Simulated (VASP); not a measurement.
Shape and ions are relaxed at each volume.

Energy against volume of ZrB2 (AlB2 type). The numbers are results of RPBE GGA, VASP's PBE PAW potentials (set 64) (plane waves; VASP), not measurements.

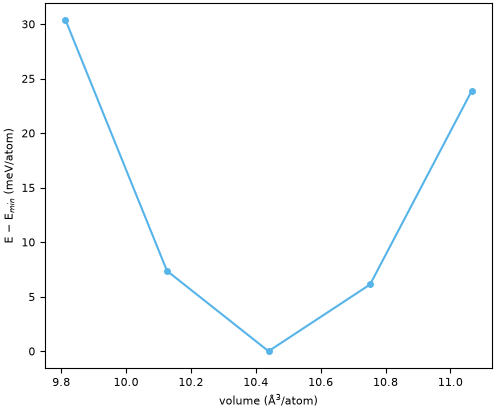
Fig. 1. Energy against volume

### Question
Estimate the equilibrium volume and the bulk modulus.

### Answer
The minimum lies near 10.4 Å³/atom, and the curvature gives B0 of about 230 GPa.

The compound is ZrB2 in the AlB2 type structure. It was relaxed first.
